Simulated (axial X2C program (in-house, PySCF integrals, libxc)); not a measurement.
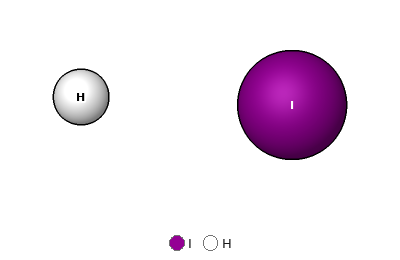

*The molecule at the reference distance of 2.303 Å.*

## Relativistic diatomic calculation for IH⁻

System: IH⁻, single determinant with Ω = 1/2.
Method: PBE0, two-component X2C with atomic mean-field Coulomb and Gaunt terms, I dyall-acv3z, H dyall-av3z (cores contracted) (axial X2C program (in-house, PySCF integrals, libxc)).

## Input
```
{"zs": [53, 1], "q": -1, "bas": ["dyall-acv3z", "dyall-av3z"], "levels": ["PBE0", "HF", "B97-3"], "cc": true, "r0": 1.65, "thr": -2.0, "nmax": 90, "npts": 10, "nst": 2, "ntry": 6}
```

The line is the task of a batch: nuclear charges, charge, bases, the levels to run, a first guess of the distance and further settings. This report covers PBE0 with spin-orbit coupling. The log is that of the reference distance 2.303 Å, started from orbitals converged before.

Hardware: 1 thread of AMD EPYC (Zen 3), 24 GiB of memory available, shared host.

Launched within a batch (the task file carries these settings):
```bash
python <driver script> task.json out
```

## Log
```
two-component X2C + atomic mean field  PBE0
basis functions 166  fitting functions 815  grid points 5079
iter        total energy     max residual
   1      -7112.977417263     5.23e-05
   2      -7112.977417267     5.04e-06
converged
one-electron -9783.47897479  Coulomb 2845.95695507  exact exchange -45.16603304  xc functional -138.13997242  nuclear repulsion 12.17819895  atomic mean-field constant -4.32759104
```

## The points of the curve

| R (Å) | E (hartree) | dipole (D; origin at the first atom, positive when the second is positive) | highest filled (eV) | lowest empty (eV) |
| --- | --- | --- | --- | --- |
| 2.004 | −7112.975381 | −2.92 | 0.87 | 3.10 |
| 2.096 | −7112.976479 | −2.77 | 0.63 | 3.08 |
| 2.165 | −7112.977019 | −2.69 | 0.43 | 3.04 |
| 2.234 | −7112.977324 | −2.63 | 0.23 | 3.00 |
| 2.303 | −7112.977417 | −2.58 | 0.03 | 2.94 |
| 2.384 | −7112.977299 | −2.52 | −0.18 | 2.86 |
| 2.464 | −7112.976985 | −2.45 | −0.38 | 2.77 |
| 2.568 | −7112.976377 | −2.36 | −0.59 | 2.64 |
| 2.695 | −7112.975443 | −2.24 | −0.79 | 2.49 |
| 2.879 | −7112.973956 | −2.02 | −0.96 | 2.28 |

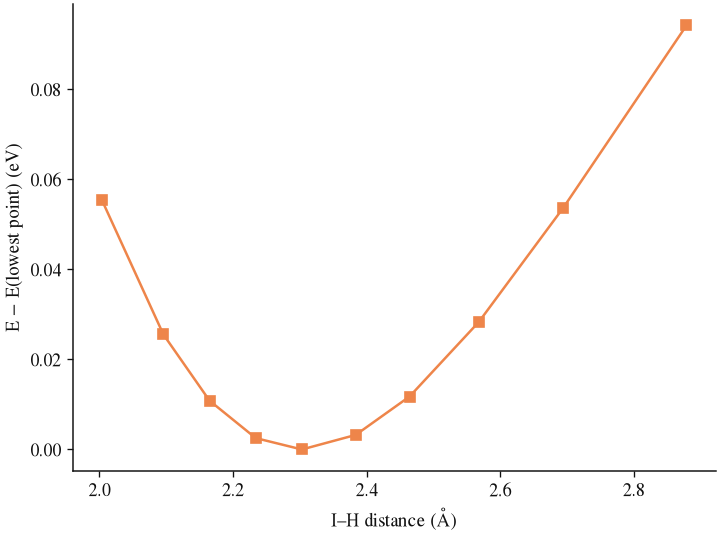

*Energy at 10 bond lengths, for one set of occupations held fixed; the line joins the points.*

A polynomial of degree 6 through 9 points gives rₑ = 2.302 Å, ωₑ = 531.8 cm⁻¹, ωₑxₑ = 29 cm⁻¹ and Bₑ = 3.182 cm⁻¹. The minimum lies 0.27 eV below I⁻ + H, each computed as one determinant at the same level.

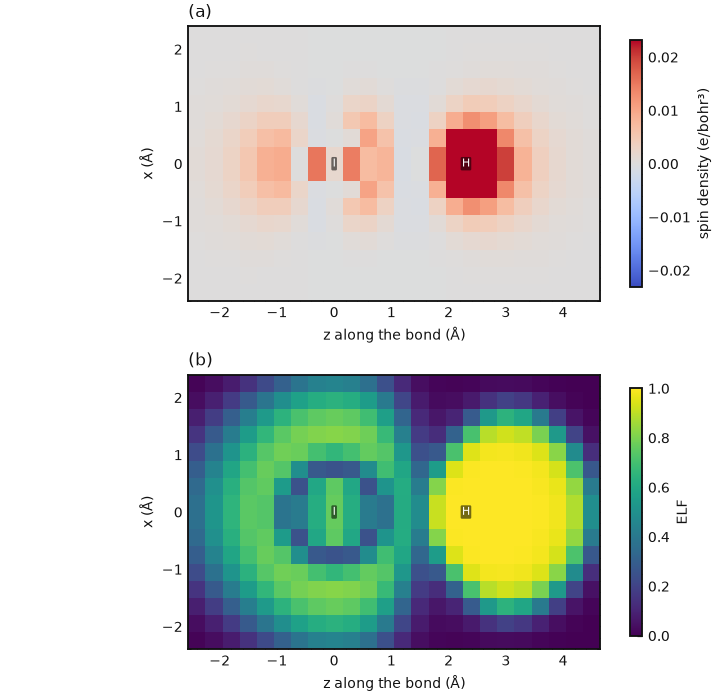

*(a) spin density; (b) electron localisation function, in a plane that holds the axis, at 2.30 Å, on points 0.3 Å apart (one half computed, the other mirrored); the structure near the nuclei is finer than these points.*

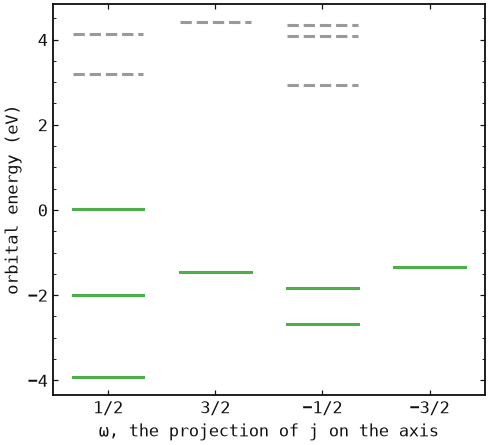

*Orbital energies near the frontier at 2.30 Å, filled (solid) and empty (dashed).*

The highest filled spinor (1/2; 43 % I p, 30 % H s) lies at 0.03 eV, the lowest empty one (−1/2; 73 % H s, 8 % I p) at 2.94 eV. A filled level above zero is held only by the finite basis .

## Summary

| quantity | value |
| --- | --- |
| outcome | converged; a filled level lies above zero |
| bond length rₑ | 2.302 Å |
| ωₑ | 531.8 cm⁻¹ |
| energy at the minimum | −7112.97742 hartree |
| depth below the fragments | 0.27 eV |
| wall time | 7.6 s |
| peak memory | 0.57 GiB |

## Notes

The highest filled level (PBE0, up to 0.87 eV) lies above zero. That is common for anions, where the functional's self-interaction leaves the outer electrons unbound; only the finite basis holds them, so such levels depend on it.
